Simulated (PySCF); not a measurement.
# C3H7OPSi: NMR shielding calculation

C3H7OPSi, SMILES P[SiH2]C1=COC1, computed with GIAO PBE0/IGLO-III NMR shielding, non-relativistic, gas phase (PySCF 2.14.0).

The geometry comes from this level: PBE0-D3(BJ)/def2-SVP. Figures and captions count atoms from 1; the log counts them from 0 in places.

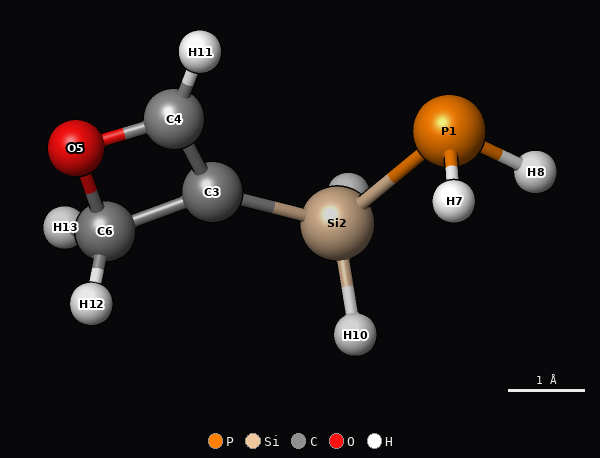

Figure 1. The structure as given in the input (ball-and-stick view, seen at a tilt; atoms are numbered from 1 in the order of the input). Bond lengths as drawn: C–C 1.35 to 1.52 Å, C–H 1.09 to 1.10 Å, C–O 1.36 to 1.45 Å, C–Si 1.84 Å, H–P 1.43 Å, H–Si 1.50 Å and P–Si 2.27 Å.

## Summary

- outcome: converged
- total energy: −824.155528 hartree
- HOMO: −6.84 eV
- LUMO: −0.32 eV
- dipole moment: 0.96 D
- isotropic shielding, P: 605.5 ppm
- isotropic shielding, Si: 414.9 ppm
- isotropic shielding, C: 4.6 to 97.7 ppm
- isotropic shielding, O: 131.6 ppm
- isotropic shielding, H: 24.1 to 29.8 ppm
- hardware: 1 CPU thread, shared host
- wall time: 57 s
- peak memory: 1.1 GiB

## The input
```
{"job": {"kind": "nmr", "xc": "PBE0", "basis": "IGLO-III", "pop": true}, "charge": 0, "multiplicity": 1}
P      2.534440     0.627404    -0.570275
Si     0.979116    -0.855079     0.148724
C     -0.653603    -0.053481    -0.141499
C     -1.105766     1.003728    -0.854154
O     -2.428094     0.954245    -0.547811
C     -2.104909    -0.205873     0.266186
H      2.533342     1.373821     0.647778
H      3.645161    -0.185661    -0.187168
H      1.156442    -2.109867    -0.650067
H      1.127522    -1.225330     1.591851
H     -0.709088     1.773408    -1.523101
H     -2.350678    -0.018311     1.322786
H     -2.636786    -1.095803    -0.104156
```

The first line tells a small driver script what to run in PySCF; the rest is the geometry in Å.

Command:
```bash
OMP_NUM_THREADS=1 python <driver script> task.json out
```

## Log
```
coarse grid: 11936 points
cycle   1  E = -824.0890267070  dE =  6.657e-01  |g| = 5.695e-01  |ddm| = 2.806e+00
cycle   2  E = -824.0157135422  dE =  7.331e-02  |g| = 8.469e-01  |ddm| = 8.428e-01
cycle   3  E = -824.1440428017  dE = -1.283e-01  |g| = 1.346e-01  |ddm| = 5.598e-01
cycle   4  E = -824.1461232052  dE = -2.080e-03  |g| = 7.761e-02  |ddm| = 1.144e-01
cycle   5  E = -824.1475072480  dE = -1.384e-03  |g| = 1.547e-02  |ddm| = 4.968e-02
cycle   6  E = -824.1475565231  dE = -4.928e-05  |g| = 6.426e-03  |ddm| = 1.352e-02
cycle   7  E = -824.1475667177  dE = -1.019e-05  |g| = 7.372e-04  |ddm| = 4.793e-03
cycle   8  E = -824.1475668304  dE = -1.127e-07  |g| = 2.320e-04  |ddm| = 7.829e-04
final grid: 106288 points
cycle   9  E = -824.1555085885  dE = -6.891e-05  |g| = 1.061e-02  |ddm| = 5.072e-02
cycle  10  E = -824.1554714373  dE =  3.715e-05  |g| = 1.761e-02  |ddm| = 1.321e-02
cycle  11  E = -824.1555268303  dE = -5.539e-05  |g| = 2.400e-03  |ddm| = 8.666e-03
cycle  12  E = -824.1555280141  dE = -1.184e-06  |g| = 6.164e-04  |ddm| = 1.792e-03
cycle  13  E = -824.1555280954  dE = -8.129e-08  |g| = 2.115e-04  |ddm| = 4.266e-04
cycle  14  E = -824.1555281053  dE = -9.888e-09  |g| = 5.724e-05  |ddm| = 1.820e-04
cycle  15  E = -824.1555281060  dE = -7.531e-10  |g| = 7.702e-06  |ddm| = 3.965e-05
```

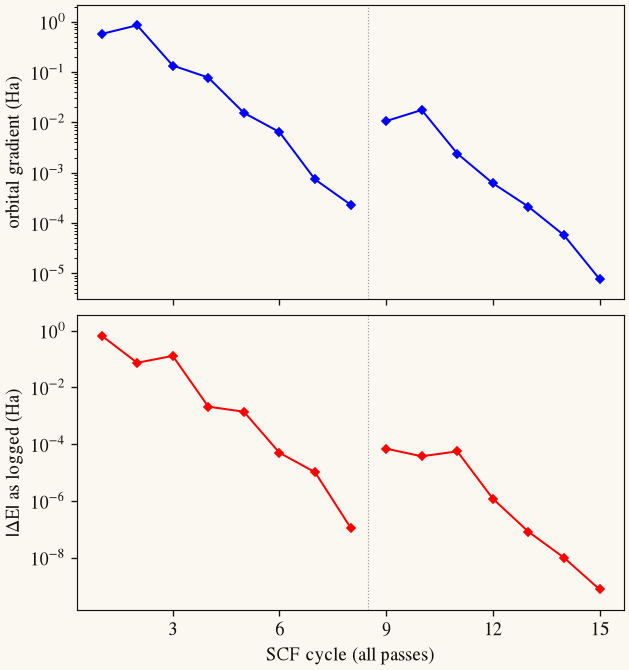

Figure 2. Convergence of the self-consistent field: orbital gradient and size of the energy change against the SCF cycle. The dotted line marks the change from a coarse to the final integration grid. The first 8 cycles use a coarse grid, the final grid takes over at cycle 9, and the field converges after 15 cycles in all.

```
converged SCF energy = -824.1555281060

GIAO shielding tensors (ppm)
atom      isotropic    diamagn.    paramagn.     s11        s22        s33       span
  0 P      605.526     969.650    -364.124    536.323    586.837    693.420    157.097
  1 Si     414.911     892.366    -477.455    384.945    411.407    448.381     63.436
  2 C       68.313     240.409    -172.096    -16.672     68.914    152.697    169.369
  3 C        4.608     254.702    -250.094    -94.966     23.322     85.468    180.434
  4 O      131.619     389.826    -258.206     10.614    103.228    281.016    270.402
  5 C       97.657     250.068    -152.412     69.304     81.027    142.639     73.335
  6 H       29.692      30.441      -0.749     24.929     27.024     37.123     12.194
  7 H       29.763      29.662       0.101     25.054     26.565     37.671     12.617
  8 H       26.535      29.536      -3.001     23.213     24.924     31.467      8.253
  9 H       26.362      30.167      -3.804     23.047     24.883     31.157      8.111
 10 H       24.076      30.306      -6.229     21.805     23.824     26.601      4.796
 11 H       26.170      29.777      -3.607     24.021     25.870     28.621      4.600
 12 H       26.127      29.077      -2.950     23.948     25.876     28.558      4.610
```

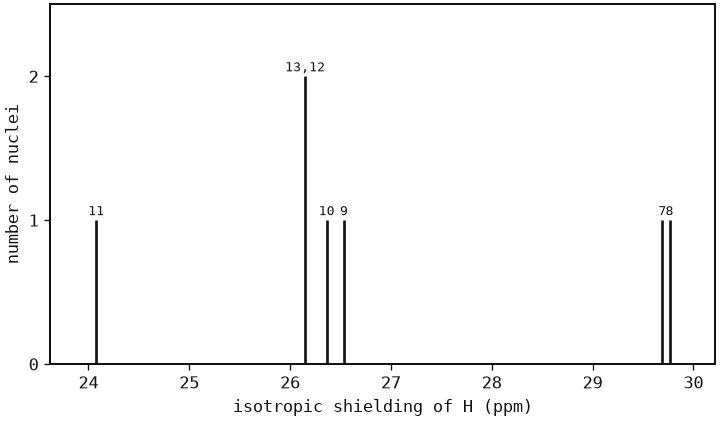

Figure 3. Isotropic shieldings of the hydrogen nuclei in this fixed geometry, labelled by atom number; shielding grows to the right, so chemical shift grows to the left. The least shielded is H11 (24.1 ppm), the most shielded H8 (29.8 ppm).
